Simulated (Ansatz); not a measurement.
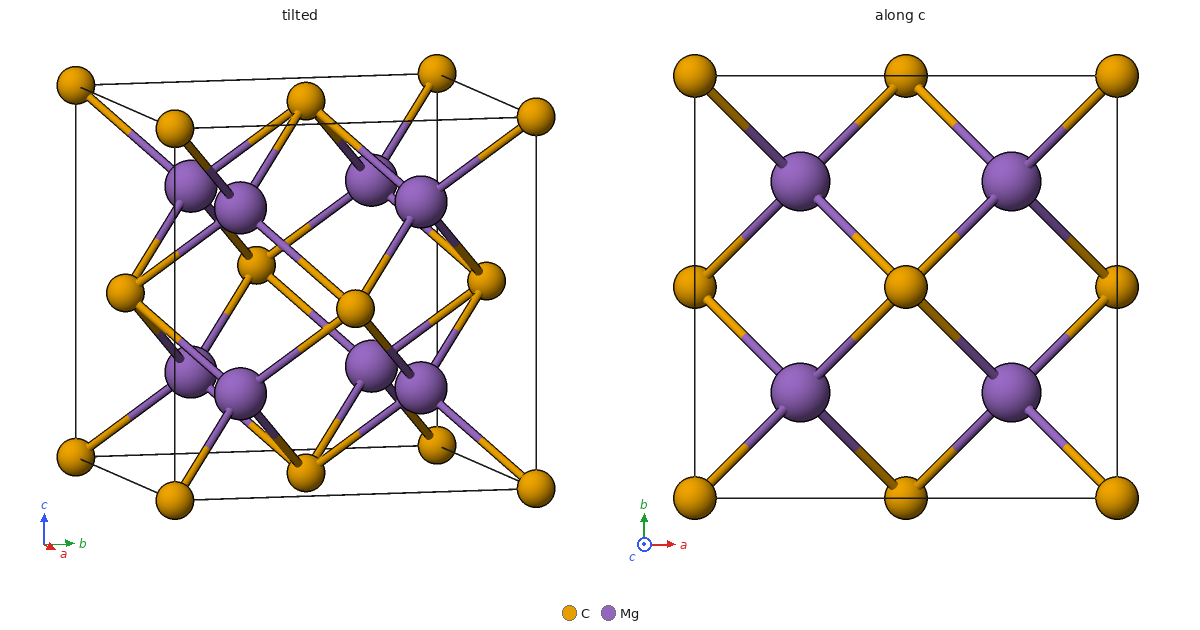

The figure gives a ball-and-stick picture of the atoms, viewed slightly off an axis and along the c axis. Lines trace the edges of the conventional unit cell.

Mg2C, antifluorite, space group Fm-3m (No. 225), a = 5.422 Å, b = 5.422 Å, c = 5.422 Å, α = 90.00°, β = 90.00°, γ = 90.00°. Origin of the cell: a structure type filled with these elements by a generator (whether the compound takes this form wasn't checked). Earlier steps of the study may have refined or changed the cell and positions. It was run through Ansatz as a DFT input.

This one geometry was computed with Ansatz (DFT, plane waves, PAW) at three levels of theory: PBE, HSE06 and r2SCAN. It was relaxed beforehand with r2SCAN.

> Which level gives the highest pressure at this volume, and what does that say about its equilibrium volume?

Highest: PBE (2.0 GPa), which points to the largest equilibrium volume. Lowest, with the smallest volume: HSE06 (-0.5 GPa) and r2SCAN (0.0 GPa). Levels within 0.5 GPa of each other can't be told apart.

> How does the band gap change with the level of theory?

PBE: a gap of 0.74 eV, indirect; r2SCAN: a gap of 1.11 eV, indirect; HSE06: a gap of 1.40 eV, indirect.

> Collect the results in a table.

| level | cutoff (eV) | k-mesh of the run's cell | gap (eV) | pressure (GPa) |
| --- | --- | --- | --- | --- |
| PBE | 420 | 8×8×8 | 0.74 | 2.0 |
| HSE06 | 420 | 6×6×6 | 1.40 | -0.5 |
| r2SCAN | 500 | 8×8×8 | 1.11 | 0.0 |

Gaps are taken on the k-mesh or band path of each run.
